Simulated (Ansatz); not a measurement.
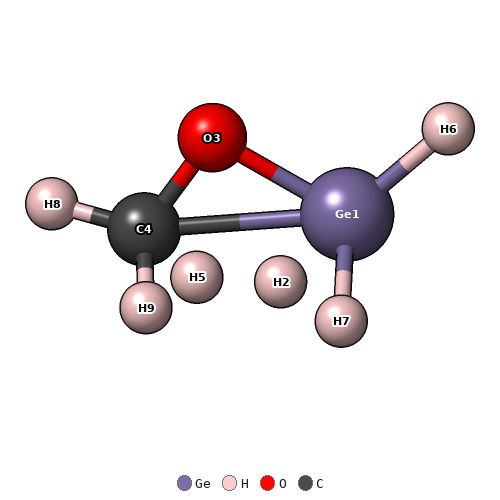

The system is the reacting system CH6GeO (fragments CH₆GeO where the first distance is long, CH₄GeO + H₂ where the second is long); the picture shows the reference structure. Coordinates scanned: (1) distance H2–H5 (bond that forms); (2) distance C4–H5 (bond that breaks). Relaxed at each point: all other coordinates. The grid has 9 × 9 points. Points are written as (first, second). Energies are in kcal/mol, from the lowest grid point. The reference is spin-restricted, so regions where a bond is pulled apart into radicals lie too high. Level of theory: RKS PBE0-D4/def2-SVP (Ansatz 0.2.0).

Its coordinates:

```yaml
atoms:
  - { symbol: Ge, position_ang: [-1.0221, -0.6822, 0.0673] }
  - { symbol: H, position_ang: [0.8156, -1.3947, -0.1927] }
  - { symbol: O, position_ang: [-0.2264, 0.5665, 0.9909] }
  - { symbol: C, position_ang: [0.7719, 0.7562, 0.1361] }
  - { symbol: H, position_ang: [1.2635, -0.5185, -0.1447] }
  - { symbol: H, position_ang: [-2.3265, -1.0819, 0.8057] }
  - { symbol: H, position_ang: [-1.3647, -0.1154, -1.3269] }
  - { symbol: H, position_ang: [1.5848, 1.3776, 0.5463] }
  - { symbol: H, position_ang: [0.5037, 1.0926, -0.8819] }
```

Range: distance H2–H5 (bond that forms) from 0.666 to 1.866 Å; distance C4–H5 (bond that breaks) from 0.963 to 2.163 Å.

Predict the map.

Answer. The lowest grid point is at (1.866 Å, 1.175 Å). It lies at the edge of the scanned range, so the true minimum may lie outside. The highest grid point, (0.666 Å, 0.963 Å), lies 112 kcal/mol above the lowest. On the interpolated surface the lowest path from the side where the first distance is long, about (1.87 Å, 1.12 Å), to the side where the second distance is long, about (0.78 Å, 2.16 Å), has its top at about (0.83 Å, 1.87 Å), about 59 kcal/mol above the start and 1.7 kcal/mol above the end.

```
second ↓, first →  0.666  0.755  0.878  1.018  1.171  1.333  1.504  1.682  1.866
            2.163     61     56     58     64     70     73     73     73     73
            1.979     63     57     58     62     64     65     64     63     62
            1.801     66     59     57     57     56     55     53     51     50
            1.630     69     60     54     50     46     43     40     38     36
            1.468     73     61     50     42     35     31     27     24     21
            1.315     77     60     45     34     26     19     15     11      9
            1.175     83     63     45     31     21     13      7      3      0
            1.052     95     73     52     36     24     15      8      3      0
            0.963    112     89     67     49     35     25     18     13     10
```

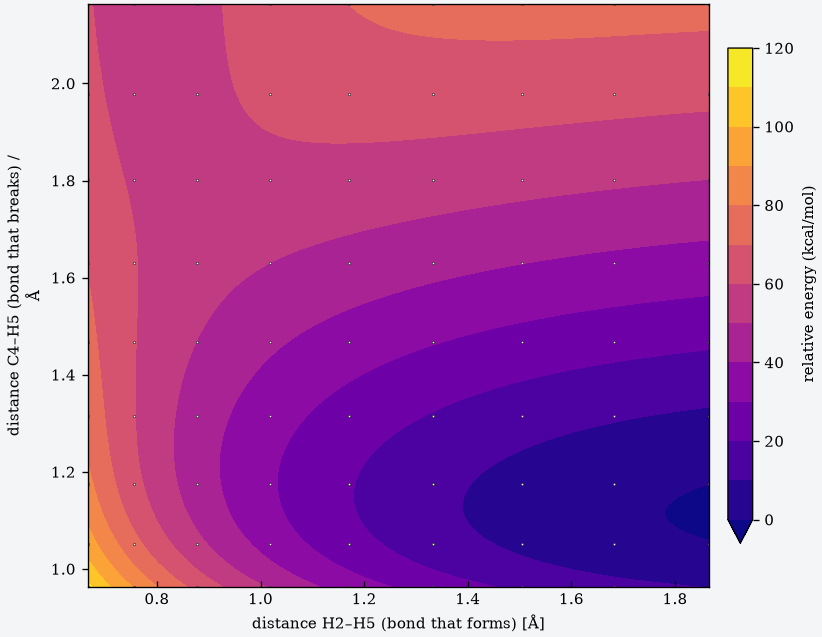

The picture shows filled contours, dots at the grid points. Between grid points the surface is interpolated.

The whole map (81 points run) took 50 min on 1 thread of Arm Neoverse N1, with other jobs on the host.
